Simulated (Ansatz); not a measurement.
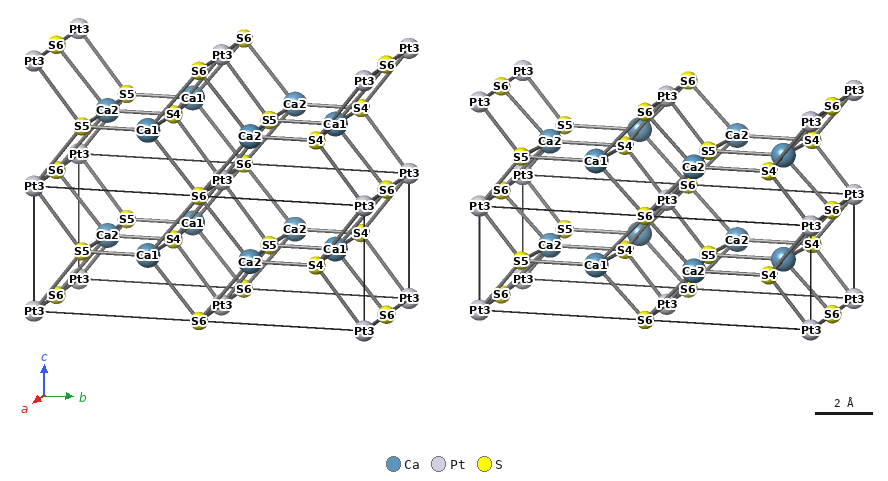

Two geometries of crystalline Ca2PtS3 (built on the Li2CeO3-65 type type), drawn at one scale. One is the start of a relaxation, the other its converged end. Style: ball-and-stick. Shown: the conventional cell (2 times the calculation's cell), repeated 1 × 1 × 2 with one cell outlined, slightly off an axis. Lengths and directions refer to the drawn axes.

Method: DFT, PBEsol, plane waves, PAW (Ansatz 0.2.0). (plane-wave cutoff 420 eV; k-point mesh 4 × 4 × 6; occupations fermi dirac; smearing width 0.03 eV; no spin polarisation; cell and atoms relaxed; force threshold 0.01 eV/Å; at most 120 steps)

Q: Which of the two is the end point?

A: The right one is the relaxed one. After 7 accepted moves (8 points after the start) the energy has fallen by 418 meV per atom. Largest force component: 2.7 eV/Å at the start, 0.002 eV/Å at the end. Pressure: −6.89 GPa at the start and 0.00 GPa at the end. The SCF was repeated once at an unchanged geometry on a basis and grid sized afresh for the cell, which shifted the energy by 0.3 meV per atom at most. The largest moves relative to the cell, 0.23 Å, are those of S4 and S5. S5 goes along −b. Largest moves by element: S 0.23 Å, Ca 0.09 Å. Pt stays in place. The volume changes by −19.3 %, with a 5.794 → 5.606 Å (−3.3 %), b 12.259 → 12.296 Å (+0.3 %), c 4.563 → 3.796 Å (−16.8 %). Near-neighbour distances that change, for instance: Pt3–S4 2.895 → 2.453 Å, Ca1–S6 2.969 → 2.626 Å, Ca1–S5 2.447 → 2.780 Å, Pt3–S6 2.897 → 2.803 Å. Among the angles between lasting bonds that change: Ca1–S6–Ca2 79.6° → 87.4°, Ca1–S6–Ca1 100.4° → 92.6°, S6–Ca2–S6 100.4° → 92.6°. The space group stays Cmmm (No. 65). Cost: 47 s on 2 threads of Arm Neoverse V1, with other jobs on the host, peak memory 0.49 GiB.
